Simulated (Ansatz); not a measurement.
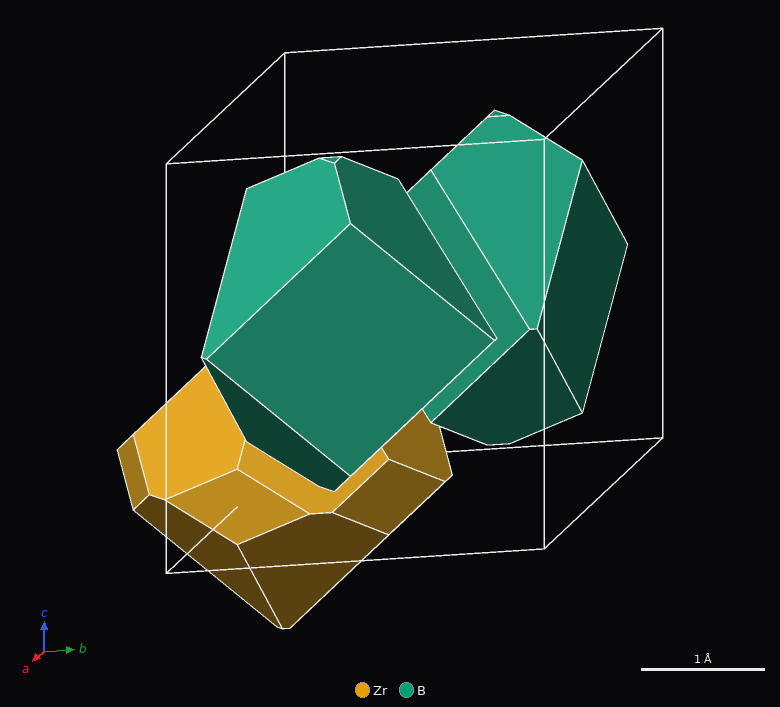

Computed Voronoi cells of the atoms in the unit cell of ZrB2 (space group P6/mmm (No. 191), a = 3.155 Å, b = 3.155 Å, c = 3.506 Å, α = 90.00°, β = 90.00°, γ = 120.00°), coloured by the element inside, shrunk a little to part them. Origin: the geometry relaxed with DFT PBEsol, scalar-relativistic, plane waves, PAW (Ansatz).

```tsv
site	Wyckoff	x	y	z
Zr	1a	0.0000	0.0000	0.0000
B	2d	0.3333	0.6667	0.5000
```

### Rank the elements by the mean volume of their Voronoi cells.

Zr: 12.4 Å³ per atom, 41 % of the volume; B: 8.9 Å³ per atom, 59 % of the volume. The partition uses no radii, so it reflects positions alone and not ionic sizes.
